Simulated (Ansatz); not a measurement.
**Al₂H₂Cl radical (SMILES [AlH2][Al][Cl]): functionals against CCSD(T) at one geometry**

A test off equilibrium: a structure displaced at random from a GFN2-xTB minimum is computed at several levels, and each is set against CCSD(T).

Program: Ansatz 0.2.0, Gaussian basis. Level of theory: single points in def2-TZVPP. These are calculated values, not measurements.

Cores are frozen in the correlated methods. Orbitals are unrestricted.

## (1) The system as given

SMILES `[AlH2][Al][Cl]`, 5 atoms, charge 0, spin multiplicity 2.

Atoms are counted from 1 here; the program's logs count them from 0.

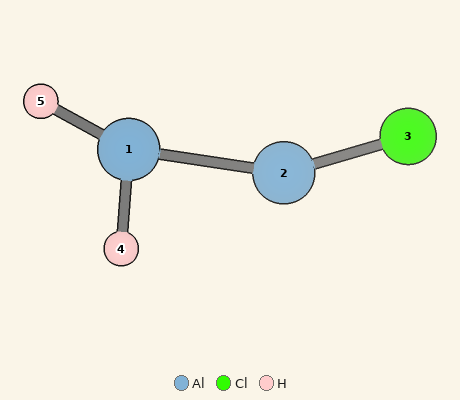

As it starts; aluminium light blue, chlorine green, hydrogen pink; atoms are numbered from 1 in the order of the file.

Coordinates:

```xyz
5

Al   -0.16350    1.07060   -0.44770
Al    0.30370   -1.33880    0.56420
Cl    1.46350   -2.85510    1.63350
H    -1.63390    0.44430   -0.93900
H     0.08220    2.68810   -0.87820
```

## (2) CCSD(T)/def2-TZVPP

Contents of run/in.yaml:

```yaml
crystal:
  periodic: [false, false, false]
  atoms:
    - {symbol: Al, position_ang: [-0.163500, 1.070600, -0.447700]}
    - {symbol: Al, position_ang: [0.303700, -1.338800, 0.564200]}
    - {symbol: Cl, position_ang: [1.463500, -2.855100, 1.633500]}
    - {symbol: H, position_ang: [-1.633900, 0.444300, -0.939000]}
    - {symbol: H, position_ang: [0.082200, 2.688100, -0.878200]}
basis:
  gaussian: {orbitals: def2-TZVPP}
magnetization: {spin_polarized: true, initial_magnetization: 1}
correlation: {method: ccsd_t}
scf: {omitted_lower_state_checks: [cluster_reference]}
output: {forces: true}
```

No record of the launch command was kept for these runs.

## (3) PBE0-D4/def2-TZVPP

Edit run/in.yaml of step 2 so:

```diff
@@ -11,4 +11,3 @@
 magnetization: {spin_polarized: true, initial_magnetization: 1}
-correlation: {method: ccsd_t}
-scf: {omitted_lower_state_checks: [cluster_reference]}
-output: {forces: true}
+hamiltonian: {xc: pbe0, dispersion: d4}
+output: {forces: true, orbitals: {seedname: orbitals}}
```

## (4) wB97M-V/def2-TZVPP

Edit run/in.yaml of step 3 so:

```diff
@@ -11,3 +11,3 @@
 magnetization: {spin_polarized: true, initial_magnetization: 1}
-hamiltonian: {xc: pbe0, dispersion: d4}
-output: {forces: true, orbitals: {seedname: orbitals}}
+hamiltonian: {xc: {name: wB97M-V}}
+output: {forces: true}
```

## (5) r2SCAN-D4/def2-TZVPP

Edit run/in.yaml of step 4 so:

```diff
@@ -11,3 +11,3 @@
 magnetization: {spin_polarized: true, initial_magnetization: 1}
-hamiltonian: {xc: {name: wB97M-V}}
+hamiltonian: {xc: r2scan, dispersion: d4}
 output: {forces: true}
```

## (6) PBE-D4/def2-TZVPP

Edit run/in.yaml of step 5 so:

```diff
@@ -11,3 +11,3 @@
 magnetization: {spin_polarized: true, initial_magnetization: 1}
-hamiltonian: {xc: r2scan, dispersion: d4}
+hamiltonian: {xc: pbe, dispersion: d4}
 output: {forces: true}
```

## (7) BHLYP-D4/def2-TZVPP

Edit run/in.yaml of step 6 so:

```diff
@@ -11,3 +11,3 @@
 magnetization: {spin_polarized: true, initial_magnetization: 1}
-hamiltonian: {xc: pbe, dispersion: d4}
+hamiltonian: {xc: {name: BHLYP}, dispersion: d4}
 output: {forces: true}
```

## (8) HSE06-D4/def2-TZVPP

Edit run/in.yaml of step 7 so:

```diff
@@ -11,3 +11,3 @@
 magnetization: {spin_polarized: true, initial_magnetization: 1}
-hamiltonian: {xc: {name: BHLYP}, dispersion: d4}
+hamiltonian: {xc: hse06, dispersion: d4}
 output: {forces: true}
```

(Steps that only read results are left out.)

Q: Predict the outcome of this session. Wanted: energy less free atoms, CCSD(T)/def2-TZVPP; RMS force component; RMS force error; HOMO and LUMO, PBE0-D4; T1 diagnostic.

As calculated:

| quantity | value |
| --- | --- |
| energy less free atoms, CCSD(T)/def2-TZVPP | -10.566 eV |
| RMS force component | 0.435 to 0.624 eV/Å over the methods |
| RMS force error | PBE0-D4 0.046, wB97M-V 0.046, r2SCAN-D4 0.055, PBE-D4 0.144, BHLYP-D4 0.061, HSE06-D4 0.049 eV/Å |
| HOMO and LUMO, PBE0-D4 | -5.20 and -3.23 eV |
| T1 diagnostic | 0.019 |

**Reading.** Against CCSD(T) the functionals' energies less atoms differ by -0.612 to -0.072 eV, PBE-D4 by -0.424 eV. CCSD(T) in triple zeta still lacks some correlation energy of the bonds, so part of these gaps is its own basis error and they don't rank the functionals. On forces the order runs from PBE0-D4 to PBE-D4. Frozen-core CCSD(T) forces in triple zeta carry basis errors of their own, and this is one geometry, so small gaps rank nothing.
